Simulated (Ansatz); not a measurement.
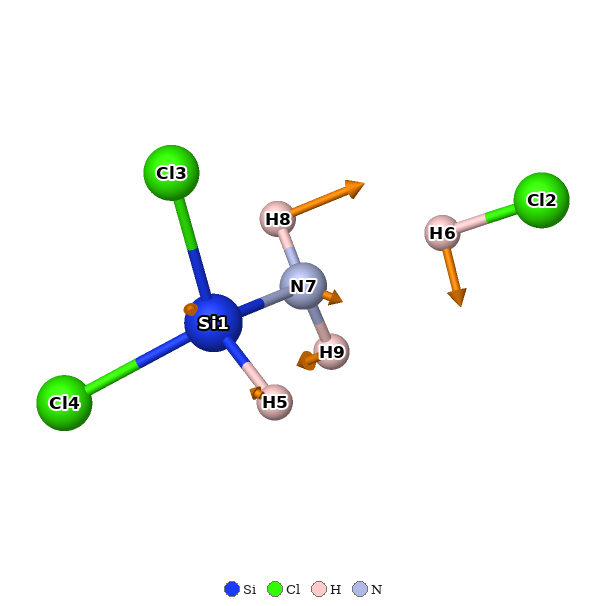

The arrows show one normal mode. Harmonic vibrations computed with RKS PBE0-D4/def2-TZVP (Ansatz 0.2.0) at a stationary point of the same level.

Q: Estimate its harmonic wavenumber.

A: 302 cm⁻¹; it is mode 7 of 21 counted from the lowest.
